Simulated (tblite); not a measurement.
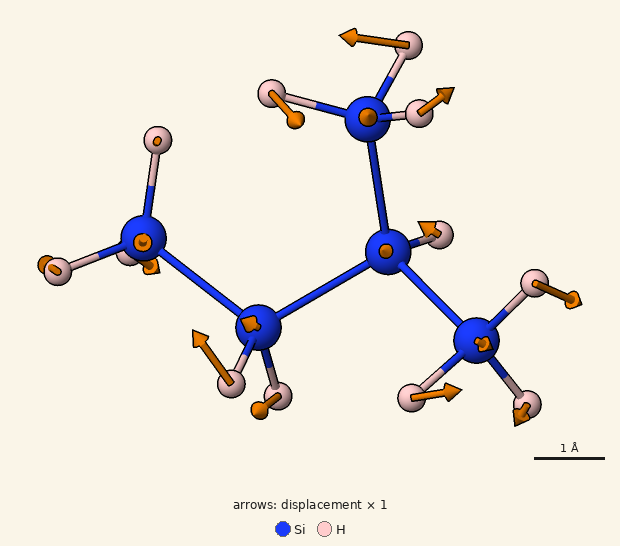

A relaxation of Si5H12. The starting structure is drawn; orange arrows show the displacements, at their true length. The two geometries are superimposed by the best rigid fit.

A ball-and-stick model, seen from a free direction.

Level of theory: GFN2-xTB geometry optimisation, gas phase (tblite). 

### Atoms of which element are displaced furthest, and by how much?

Hydrogen: up to 1.43 Å, against 0.58 Å for silicon.

### Describe the change and its energy.

The atom that moves furthest after the best rigid fit is an H atom (1.43 Å). By element the largest moves are H 1.43 Å, Si 0.58 Å. Among the contacts that change: Si–Si 2.210 → 2.340 Å, Si–Si 2.218 → 2.326 Å, H–Si 1.487 → 1.465 Å, H–Si 1.465 → 1.486 Å. Bond angles that change, for instance: H–Si–H 114.3° → 106.1°, Si–Si–H 107.4° → 114.6°, Si–Si–Si 108.0° → 114.5°. Groups turn about Si–Si by about 40°, Si–Si by about 35°, Si–Si by about 25°. The energy falls by 57.6 kJ/mol in 178 geometry steps.
